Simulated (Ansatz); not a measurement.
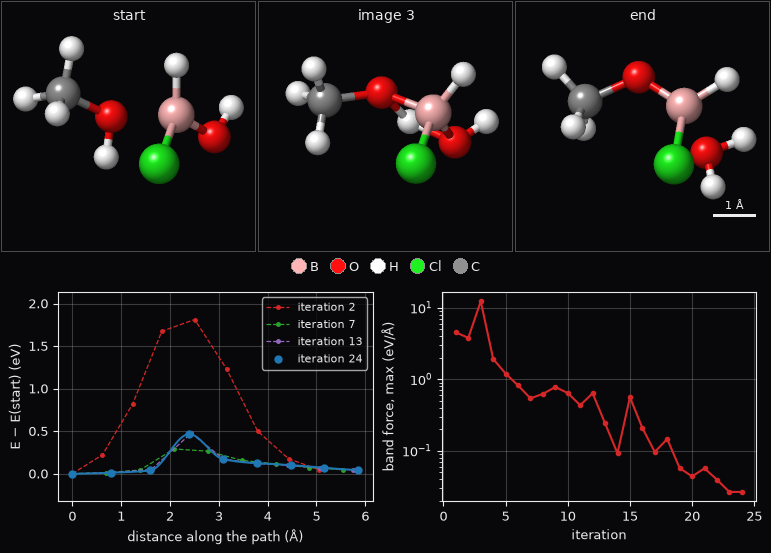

A search for the minimum-energy path of CH₆BClO₂ by the nudged elastic band. Images are numbered from 0 (start) to 8 (end). The plot follows the band through its iterations. A ball-and-stick model, seen from a free direction.

Method: RKS PBE-D4/def2-SVP (Ansatz 0.2.0).

The input:
```yaml
crystal:
  periodic: [false, false, false]
  atoms:
    - { symbol: B, position_ang: [0.059274, -0.007551, 0.427796] }
    - { symbol: O, position_ang: [-0.941202, -0.750099, 1.037278] }
    - { symbol: H, position_ang: [-1.816691, -0.389296, 0.8173] }
    - { symbol: Cl, position_ang: [1.67086, -0.908824, 0.365675] }
    - { symbol: H, position_ang: [-0.168271, 0.732048, -0.520307] }
    - { symbol: O, position_ang: [0.454215, 1.242934, 1.668469] }
    - { symbol: C, position_ang: [1.448854, 2.21939, 1.297871] }
    - { symbol: H, position_ang: [2.381184, 1.718979, 0.965966] }
    - { symbol: H, position_ang: [1.023504, 2.795384, 0.456508] }
    - { symbol: H, position_ang: [1.641322, 2.897276, 2.152327] }
    - { symbol: H, position_ang: [0.814051, 0.678358, 2.386816] }
basis:
  gaussian: { orbitals: def2-SVP }
hamiltonian:
  xc: pbe
  dispersion: d4
neb:
  order_check: false
  images: 7
  f_tol: 0.03
  max_iterations: 60
  initial_path: linear
  final_atoms:
    - { symbol: B, position_ang: [0.21289143, 0.52234337, 0.2058959] }
    - { symbol: O, position_ang: [-0.63984873, -0.00679087, 1.83253723] }
    - { symbol: H, position_ang: [-0.18462412, -0.87337418, 1.92649549] }
    - { symbol: Cl, position_ang: [1.55028276, -0.77491717, 0.27774792] }
    - { symbol: H, position_ang: [-0.68368393, 0.28176976, -0.58333834] }
    - { symbol: O, position_ang: [0.54348399, 1.8356626, 0.38041798] }
    - { symbol: C, position_ang: [1.61473234, 2.27089279, 1.19525317] }
    - { symbol: H, position_ang: [2.53327877, 1.6689119, 1.02206118] }
    - { symbol: H, position_ang: [1.82544861, 3.3329751, 0.95738817] }
    - { symbol: H, position_ang: [1.34997003, 2.1979833, 2.27442089] }
    - { symbol: H, position_ang: [-1.55483116, -0.22685759, 1.56681942] }
```

Command:
```bash
ansatz run input.yaml --threads 2 --pin off --max-ram 3072MiB --backend cpu --events-out ev --progress --plain --runs-dir out
```

### Did the band converge, and can the barrier be trusted?

The run is converged, with reservations. The band converged in 24 iterations. The largest component of the band force went from 4.5 to 0.027 eV/Å. The climbing image converged on the top of the path. Its curvatures weren't checked. The straight starting path can push atoms close together and costs iterations. The first iteration put the highest image at 3.61 eV. Forward barrier 0.47 eV, backward barrier 0.42 eV, with image 3 at the top; the reaction energy is +0.05 eV.

The run took 5.8 min on 2 threads of Intel(R) Xeon(R) Platinum 8259CL CPU @ 2.50GHz (Skylake/Cascade Lake), with other jobs on the host, peak memory 0.18 GiB.
